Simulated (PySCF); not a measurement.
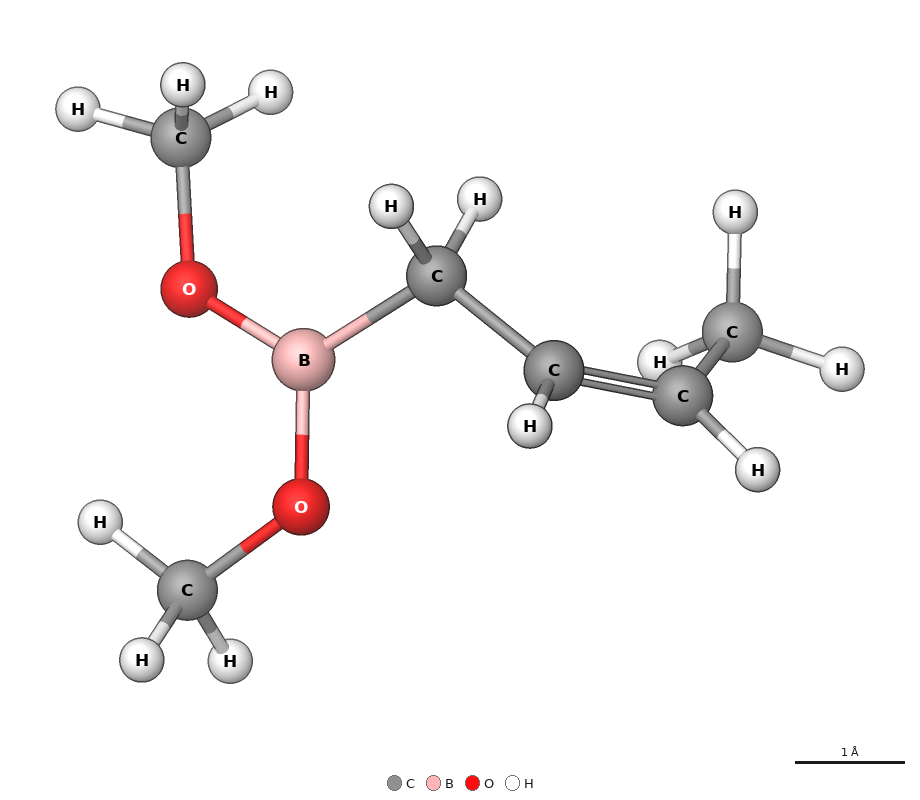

Ball-and-stick drawing of a structure. Double and triple bonds are drawn as two and three sticks.

The geometry was computed by an optimisation with PBE0-D3(BJ)/def2-SVP. No frequency run is at hand to confirm it as a minimum.

> What is the molecular formula?

C₆H₁₃BO₂, 22 atoms: 6 carbon, 13 hydrogen, 1 boron and 2 oxygen.

> Does it have rings?

It has no ring.

> Name functional groups in it.

Among them: alkene.

The parts below concern this one geometry. Atoms keep their numbers from picture to picture.

Geometry

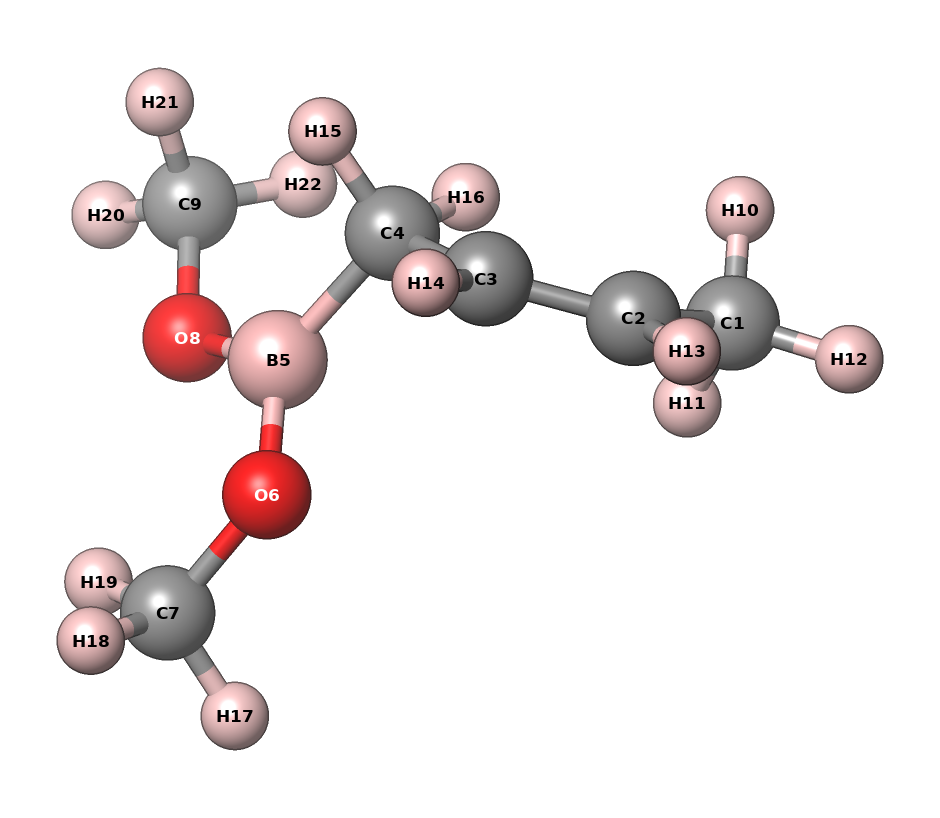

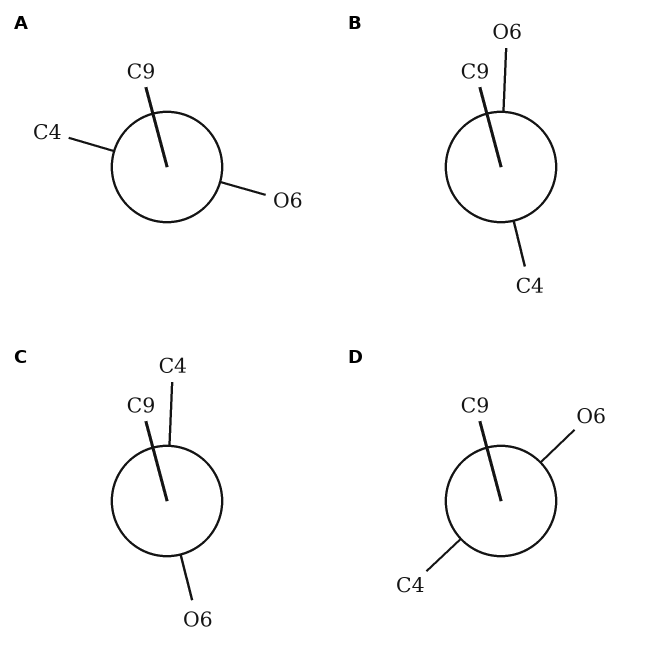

Atoms fade into the background with distance from the viewer. Bonds that would overlap in a projection are set slightly apart. No frequency run is at hand to confirm it as a minimum.

> Which Newman projection shows the view along O8–B5, with O8 in front?

C. The torsion angle C9–O8–B5–O6 is −179°, antiperiplanar (anti).

Excitation

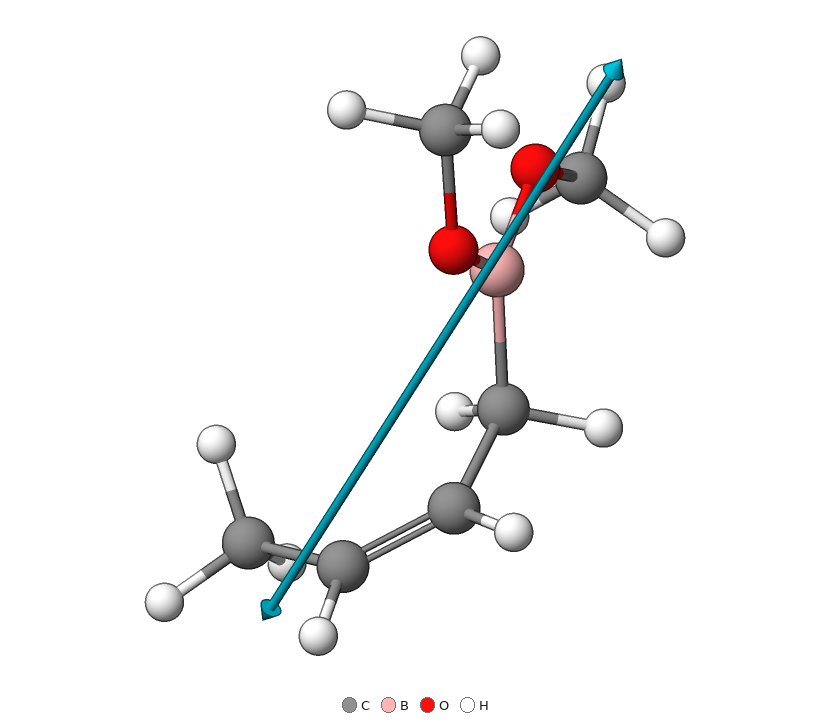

The double arrow shows the direction of the transition dipole to excited singlet state 4 (its length means nothing). No frequency run is at hand to confirm it as a minimum. Level of theory: TDDFT ωB97X-D/def2-SVPD, vertical, gas phase, core orbitals frozen in the response (PySCF 2.14.0).

> Where does the transition lie, and how strong is it?

7.34 eV (169 nm), oscillator strength 0.026, of mixed character, with the largest part HOMO → LUMO+5 (weight 0.34); transition dipole 0.96 D.

NMR shielding

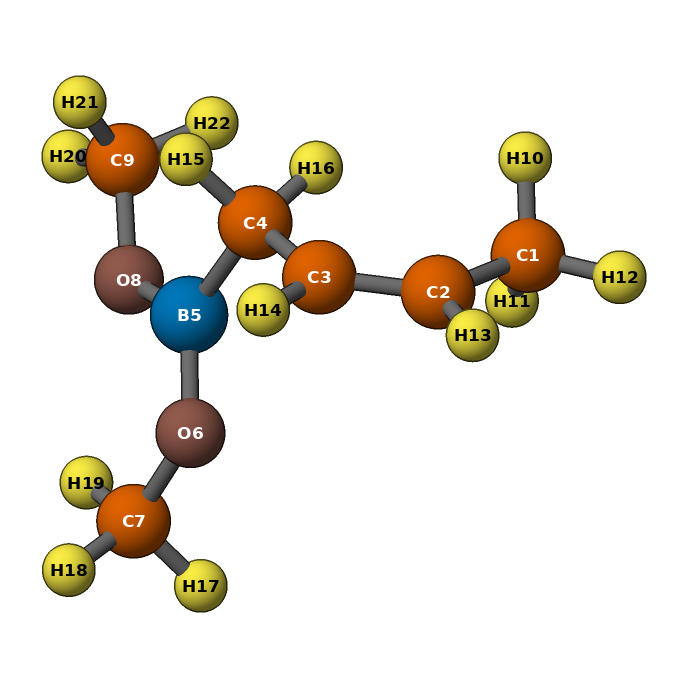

No frequency run is at hand to confirm it as a minimum. Method: GIAO PBE0/pcSseg-1 NMR shielding, non-relativistic, gas phase (PySCF 2.14.0). Principal shieldings σ11 ≤ σ22 ≤ σ33, span Ω = σ33 − σ11, skew κ = 3(σiso − σ22)/Ω.

Give the shielding tensors of the C atoms.

| atom | σ11 | σ22 | σ33 | σiso | Ω | κ |
| --- | --- | --- | --- | --- | --- | --- |
| C1 | 157.3 | 172.7 | 184.0 | 171.3 | 26.7 | −0.15 |
| C2 | −57.6 | 73.2 | 155.4 | 57.0 | 213.0 | −0.23 |
| C3 | −77.1 | 58.2 | 155.7 | 45.6 | 232.9 | −0.16 |
| C4 | 154.3 | 169.3 | 180.8 | 168.2 | 26.5 | −0.13 |
| C7 | 102.1 | 116.8 | 183.1 | 134.0 | 81.0 | 0.64 |
| C9 | 107.2 | 108.0 | 180.1 | 131.8 | 72.9 | 0.98 |

Shieldings and span in ppm.

Charges

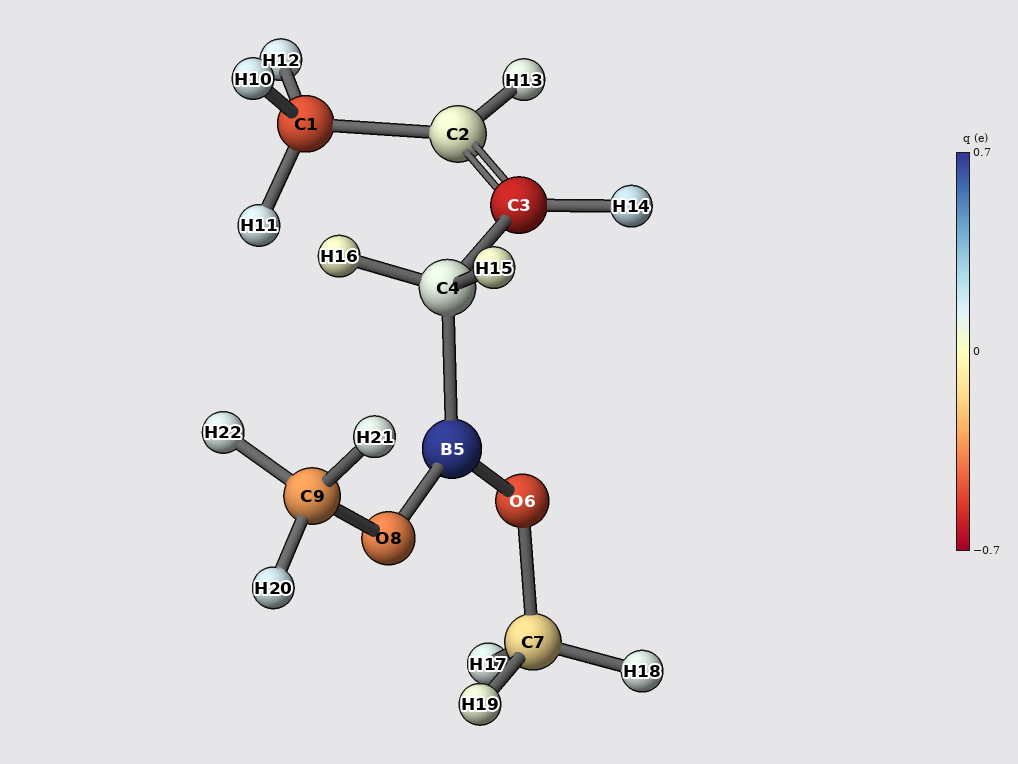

Atoms are coloured by their ESP-fitted charges. No frequency run is at hand to confirm it as a minimum. Level of theory: PBE0/pcSseg-1 in dimethylsulfoxide (IEF-PCM) (PySCF 2.14.0).

> Which atom carries the highest charge (most positive or least negative)?

B5 (0.68 e).

> And the lowest?

C3 (−0.58 e).

List the ESP-fitted charges.

```
atom  value (e)
  C1      −0.46
  C2       0.04
  C3      −0.58
  C4       0.10
  B5       0.68
  O6      −0.48
  C7      −0.13
  O8      −0.35
  C9      −0.30
 H10       0.15
 H11       0.14
 H12       0.14
 H13       0.09
 H14       0.19
 H15       0.04
 H16       0.03
 H17       0.12
 H18       0.11
 H19       0.06
 H20       0.16
 H21       0.11
 H22       0.12
```
